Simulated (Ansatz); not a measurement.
# Molecular dynamics, with input and output: SiH3O4 (charge −1)

System: SiH3O4, charge −1.
Method: RKS PBE/STO-3G (Ansatz 0.2.0).

One setting was made poor on purpose. It belongs to a series of runs on one base structure; here: an input spoilt on purpose.

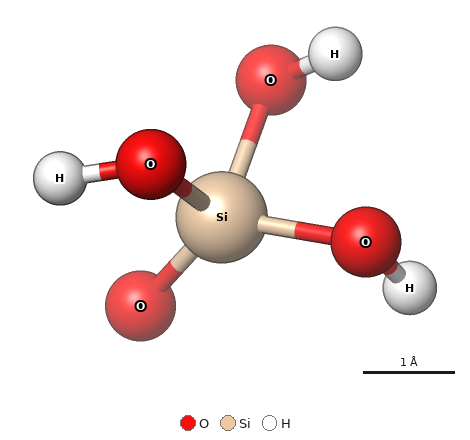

**Figure 1.** The structure as given in the input (ball-and-stick view, seen at a tilt).

Input
```yaml
crystal:
  periodic: [false, false, false]
  atoms:
    - { symbol: O, position_ang: [-1.468392, 0.278574, 1.100624] }
    - { symbol: Si, position_ang: [-0.201609, 0.000752, 0.161945] }
    - { symbol: O, position_ang: [1.399703, 0.0065, 0.995163] }
    - { symbol: O, position_ang: [-0.015297, 1.179546, -1.206405] }
    - { symbol: O, position_ang: [0.20787, -1.421795, -0.850524] }
    - { symbol: H, position_ang: [1.143851, 0.556444, 1.842295] }
    - { symbol: H, position_ang: [0.696328, 0.637378, -1.738006] }
    - { symbol: H, position_ang: [-0.734655, -1.610815, -1.255977] }
total_charge: -1
basis:
  gaussian: { orbitals: STO-3G }
hamiltonian:
  xc: pbe
md:
  timestep: -0.5
  n_steps: 25
  ensemble: nvt_langevin
  temperature: 400.0
  initial_velocities: maxwell_boltzmann
  seed: 803885
  friction: 0.01
scf:
  lower_state_search: "off"
```

Launch command:
```bash
ansatz run input.yaml --threads 1 --pin off --max-ram 2048MiB --backend cpu --events-out ev --progress --plain --runs-dir out
```

Output
```
Error: invalid value for `md.timestep`: must be finite and > 0; got -0.5 fs
```

Outcome

```json
{"quantity": "outcome", "value": "refused by the program"}
{"quantity": "hardware", "value": "1 thread of Arm Neoverse V1, 24 GiB of memory available, shared host"}
```

The program refused the input: “invalid value for `md.timestep`: must be finite and > 0; got -0.5 fs” A deliberately poor setting: bad input.
